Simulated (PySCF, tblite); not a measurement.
# Al₁₃N₁₃H₁₂: electronic excitations, NMR shifts, part 2 of 2

tblite 0.8.0 and PySCF 2.14.0. Atoms count from 0. The steps go on from the part before.

## 5. NMR shifts: GIAO PBE/pcSseg-1

What the job is given:

```
{"job": {"kind": "nmr", "basis": "pcSseg-1", "pop": false, "xc": "PBE"}, "charge": 0, "multiplicity": 1}
Al     2.227977    -0.252264    -3.714830
N      1.718949     1.478846    -3.883013
Al     1.123580     1.549941    -2.145554
N     -0.745257     1.811501    -2.064830
N     -2.819224     0.887254    -0.450231
Al    -2.106887     0.330664    -2.108154
N     -1.408724    -1.419069    -2.075600
N      0.399608    -2.894657    -0.523232
Al     0.536949    -1.879125    -2.121320
N      1.678476    -0.462956    -1.953764
Al     2.365549     0.142415    -0.360848
N      2.018298     1.949126    -0.526794
Al     1.036720     2.213627     0.936387
N     -0.692072     2.793626     1.088156
Al    -1.479108     2.126359    -0.350799
N     -1.917070     0.324106     2.695119
Al    -2.617482    -0.133280     0.984452
N     -2.280134    -1.927943     1.069452
Al    -1.320414    -2.285200    -0.377802
N      0.454626    -1.832621     2.620564
Al     1.207754    -2.133302     0.874949
N      2.557598    -0.907895     1.056383
Al     1.836603    -0.388938     2.711582
N      1.124955     1.363701     2.645868
Al    -0.815251     1.859592     2.728177
Al    -1.412022    -1.627542     2.723309
H      3.283716    -1.124089    -4.371218
H      1.777610     2.159746    -4.631016
H     -0.959864     2.394179    -2.878976
H     -2.969752     0.529475    -3.376604
H     -1.877135    -1.861733    -2.872440
H      0.756232    -2.394127    -3.620368
H     -2.546366     0.471897     3.489913
H      0.676576    -2.490767     3.373462
H      2.681747    -0.572756     3.988710
H      1.589985     1.827566     3.432231
H     -1.088232     2.684964     4.002371
H     -2.004415    -2.286428     3.984287
```

Method: GIAO PBE/pcSseg-1 NMR shielding, non-relativistic, gas phase.

Output:

```text
start: PBE on a coarse grid of 39479 points
cycle   1  E = -3867.8619672616  dE =  4.102e+00  |g| = 2.215e+00  |ddm| = 7.847e+00
cycle   2  E = -3862.8846755649  dE =  4.977e+00  |g| = 4.701e+00  |ddm| = 1.488e+01
cycle   3  E = -3868.8388784268  dE = -5.954e+00  |g| = 7.381e-01  |ddm| = 1.358e+01
cycle   4  E = -3868.9438102979  dE = -1.049e-01  |g| = 4.062e-01  |ddm| = 1.189e+00
cycle   5  E = -3868.9742702537  dE = -3.046e-02  |g| = 1.467e-01  |ddm| = 6.068e-01
cycle   6  E = -3868.9794819091  dE = -5.212e-03  |g| = 6.194e-02  |ddm| = 3.172e-01
cycle   7  E = -3868.9802996171  dE = -8.177e-04  |g| = 2.073e-02  |ddm| = 9.461e-02
cycle   8  E = -3868.9803846271  dE = -8.501e-05  |g| = 8.628e-03  |ddm| = 3.613e-02
final grid: 320401 points
cycle   9  E = -3869.1243341844  dE =  1.341e-04  |g| = 3.547e-02  |ddm| = 9.335e-02
cycle  10  E = -3869.1221958638  dE =  2.138e-03  |g| = 1.016e-01  |ddm| = 1.619e-01
cycle  11  E = -3869.1245744078  dE = -2.379e-03  |g| = 1.460e-02  |ddm| = 1.286e-01
cycle  12  E = -3869.1246228542  dE = -4.845e-05  |g| = 1.554e-03  |ddm| = 1.893e-02
cycle  13  E = -3869.1246219621  dE =  8.921e-07  |g| = 1.092e-03  |ddm| = 2.690e-03
cycle  14  E = -3869.1246204997  dE =  1.462e-06  |g| = 1.701e-04  |ddm| = 1.394e-03
cycle  15  E = -3869.1246230975  dE = -2.598e-06  |g| = 1.374e-04  |ddm| = 3.815e-04
cycle  16  E = -3869.1246231320  dE = -3.444e-08  |g| = 2.826e-05  |ddm| = 1.829e-04
converged SCF energy = -3869.1246231320

GIAO shielding tensors (ppm)
atom      isotropic    diamagn.    paramagn.     s11        s22        s33       span
  0 Al     394.585     801.149    -406.565    330.139    376.670    476.945    146.806
  1 N      173.100     319.500    -146.400    134.552    179.833    204.916     70.364
  2 Al     450.317     804.590    -354.273    401.618    452.044    497.288     95.670
  3 N      187.738     330.576    -142.839    147.524    188.783    226.906     79.382
  4 N       95.027     349.170    -254.143     35.112    108.947    141.021    105.910
  5 Al     433.070     805.759    -372.689    398.695    442.952    457.563     58.869
  6 N      183.792     329.640    -145.848    137.709    188.377    225.290     87.581
  7 N       95.355     346.081    -250.726     31.809    105.764    148.490    116.681
  8 Al     447.391     807.132    -359.741    415.064    445.844    481.266     66.202
  9 N      142.454     334.333    -191.878    106.754    140.108    180.500     73.745
 10 Al     405.910     811.433    -405.523    351.588    379.766    486.375    134.787
 11 N       99.264     347.303    -248.039     32.730    111.430    153.632    120.901
 12 Al     395.557     809.449    -413.892    325.928    363.498    497.246    171.318
 13 N       89.988     348.415    -258.427     19.639    107.890    142.434    122.794
 14 Al     397.936     810.020    -412.084    332.317    367.897    493.596    161.279
 15 N      186.959     326.569    -139.610    142.228    189.670    228.980     86.752
 16 Al     397.551     809.209    -411.658    328.680    368.061    495.912    167.231
 17 N       91.363     348.088    -256.725     24.602    110.131    139.356    114.753
 18 Al     397.674     810.205    -412.531    324.683    367.390    500.949    176.265
 19 N      185.228     327.237    -142.009    137.175    190.830    227.680     90.505
 20 Al     397.130     808.958    -411.827    317.438    362.478    511.475    194.037
 21 N       92.621     347.863    -255.243     27.174    110.660    140.029    112.856
 22 Al     432.367     804.461    -372.094    398.646    438.493    459.963     61.317
 23 N      185.495     327.329    -141.834    140.284    188.401    227.800     87.516
 24 Al     433.016     804.078    -371.062    399.326    438.410    461.311     61.984
 25 Al     432.188     803.710    -371.522    398.084    435.939    462.540     64.456
 26 H       26.644      29.723      -3.079     22.232     23.470     34.230     11.998
 27 H       28.964      31.088      -2.124     23.205     23.758     39.930     16.725
 28 H       29.827      32.750      -2.922     23.409     26.606     39.466     16.057
 29 H       27.285      31.644      -4.359     23.157     24.047     34.651     11.494
 30 H       29.711      32.886      -3.175     23.893     25.423     39.818     15.925
 31 H       26.261      32.091      -5.831     21.712     24.712     32.358     10.646
 32 H       29.826      30.758      -0.932     23.430     25.709     40.340     16.910
 33 H       29.889      31.098      -1.209     23.696     25.749     40.222     16.526
 34 H       27.351      30.690      -3.339     23.000     24.102     34.952     11.953
 35 H       29.799      31.299      -1.500     23.637     25.531     40.229     16.592
 36 H       27.320      30.425      -3.105     22.951     24.072     34.936     11.985
 37 H       27.324      30.096      -2.772     23.021     23.938     35.015     11.994
```

It took 52 s on 2 threads of Arm Neoverse V1, shared host; peak memory 1.5 GiB.

Shifts follow as δ = σ(reference) − σ, with reference shieldings (ppm) from runs at the same level and on the same kind of geometry: 1H TMS 31.64, 15N NH3 267.3. The references are single molecules in the gas phase, so shifts against H2O, NH3, PH3, H3PO4 or CFCl3 are not on the usual liquid scales and can be off by tens of ppm. Each atom is listed at this fixed geometry, with no averaging over motion; a spectrum would average atoms that exchange fast.

```
atoms  σ (ppm)  δ (ppm)
  H31    26.26     5.38
  H26    26.64     5.00
  H29    27.28     4.36
  H36    27.32     4.32
  H37    27.32     4.32
  H34    27.35     4.29
  H27    28.96     2.68
  H30    29.71     1.93
  H35    29.80     1.84
  H32    29.83     1.81
  H28    29.83     1.81
  H33    29.89     1.75
  Al0    394.6        –
 Al12    395.6        –
 Al20    397.1        –
 Al16    397.6        –
 Al18    397.7        –
 Al14    397.9        –
 Al10    405.9        –
 Al25    432.2        –
 Al22    432.4        –
 Al24    433.0        –
  Al5    433.1        –
  Al8    447.4        –
  Al2    450.3        –
  N13     90.0    177.4
  N17     91.4    176.0
  N21     92.6    174.7
   N4     95.0    172.3
   N7     95.4    172.0
  N11     99.3    168.1
   N9    142.5    124.9
   N1    173.1     94.2
   N6    183.8     83.6
  N19    185.2     82.1
  N23    185.5     81.8
  N15    187.0     80.4
   N3    187.7     79.6
```

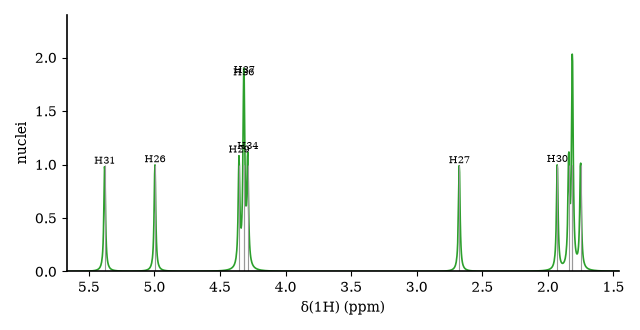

1H lines at the computed shifts, without couplings. Lines are broadened to a width of 0.01 ppm (Lorentzian).

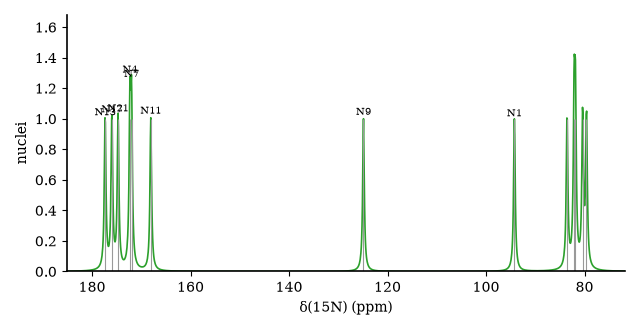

15N lines at the computed shifts, without couplings. Lines are broadened to a width of 0.39 ppm (Lorentzian).

Ring of atoms Al0, N1, Al2, N9, Al10, N11: NICS(0) -9.6, NICS(1) -5.2, NICS(1)zz -4.0 ppm (means of both faces; NICS(1) differs between them: -9.0 and -1.5).

Ring of atoms Al2, N3, N11, Al12, N13, Al14: NICS(0) -2.9, NICS(1) -1.5, NICS(1)zz 2.0 ppm (means of both faces; NICS(1) differs between them: -2.5 and -0.5).

Ring of atoms N4, Al5, N6, Al16, N17, Al18: NICS(0) -2.8, NICS(1) -1.5, NICS(1)zz 1.8 ppm (means of both faces; NICS(1) differs between them: -2.6 and -0.5).

## 6. Summary of results

The summary covers parts 1 to 2.

```
                                 quantity                                                                                                       value
strongest single infrared mode (GFN2-xTB)                                                                                       1802 cm⁻¹, 656 km/mol
             zero-point energy (GFN2-xTB)                                                                                              104.2 kcal/mol
          lowest singlet (B3LYP/def2-SVP)                                                                                 4.03 eV (307 nm), f = 0.004
 brightest single state of those computed                                                                                 state 5, 4.55 eV, f = 0.064
                           lowest triplet                                                                                                     3.81 eV
        vertical electron affinity (ΔSCF)                                                                                                     0.97 eV
     1H shifts against TMS (PBE/pcSseg-1)                                  5.38, 5.00, 4.36, 4.32, 4.32, 4.29, 2.68, 1.93, 1.84, 1.81, 1.81, 1.75 ppm
    15N shifts against NH3 (PBE/pcSseg-1)                     177.4, 176.0, 174.7, 172.3, 172.0, 168.1, 124.9, 94.2, 83.6, 82.1, 81.8, 80.4, 79.6 ppm
          shieldings of Al (PBE/pcSseg-1)  Al0 394.6, Al12 395.6, Al20 397.1, Al16 397.6, Al18 397.7, Al14 397.9, Al10 405.9, Al25 432.2 ppm and more
```

All 108 modes are real, so the xTB geometry is a minimum. The strongest single mode, at 1802 cm⁻¹, moves mainly H37. Unscaled tight-binding wavenumbers are off by several per cent, some by more. Its intensities can rank the bands wrongly. The first singlet state (HOMO→LUMO 0.98) lies at 4.03 eV and is weak; of the 8 states computed, the strongest absorption comes from state 5 at 4.55 eV. The lowest triplet lies 0.23 eV below the lowest singlet. Shifts at one fixed geometry are not the observed spectrum, which averages over the motion. At PBE/pcSseg-1: Shielding is most anisotropic at Al20 (span 194 ppm, paramagnetic term -412 ppm).
